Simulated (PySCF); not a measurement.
System: C$_{4}$H$_{7}$FS (SMILES C/C=C(\F)SC).

```
atom    x (Å)    y (Å)    z (Å)
   C  -2.4525  -0.2710  -0.4638
   C  -1.2754   0.5059   0.0231
   C  -0.0105   0.1638  -0.1792
   F   0.3221  -0.9586  -0.8485
   S   1.3730   1.1214   0.3668
   C   2.7415   0.0020  -0.0588
   H  -3.0641   0.3515  -1.1163
   H  -3.0724  -0.5805   0.3772
   H  -2.1353  -1.1533  -1.0133
   H  -1.4615   1.4149   0.5727
   H   2.7448  -0.1801  -1.1293
   H   2.6349  -0.9287   0.4903
   H   3.6509   0.5133   0.2390
```

Geometry: GFN2-xTB.

The calculation used PySCF 2.14.0, PBE0/pcSseg-1, SCF density, gas phase, non-relativistic.

> Predict the electron density and electron localisation function between the atoms.

C–C (1.33 Å): ρ is about 2.3 e/Å³ halfway; the ELF peaks at about 0.95 between the atoms: a short, multiple covalent bond.
C–F (1.35 Å): the density is about 2.2 e/Å³ at the midpoint, with its minimum of 1.7 e/Å³ about 0.5 Å from C; the ELF peaks at about 0.85 between the atoms, as expected for a shared but strongly polarised pair.
C–S (1.77 Å): ρ is about 1.3 e/Å³ halfway; the ELF peaks at about 0.95 between the atoms (a covalent bond).
C–H (1.08 Å): ρ at the midpoint is about 2 e/Å³; the ELF climbs to about 1 towards the hydrogen, as it does in any bond to H (an ordinary covalent bond to hydrogen).

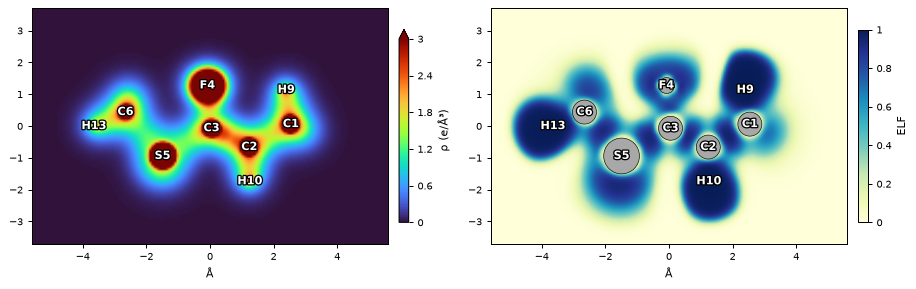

Computed electron density and electron localisation function on the plane of atoms C2, C3 and F4, in this order. Grey discs cover the atomic cores in the ELF map. 
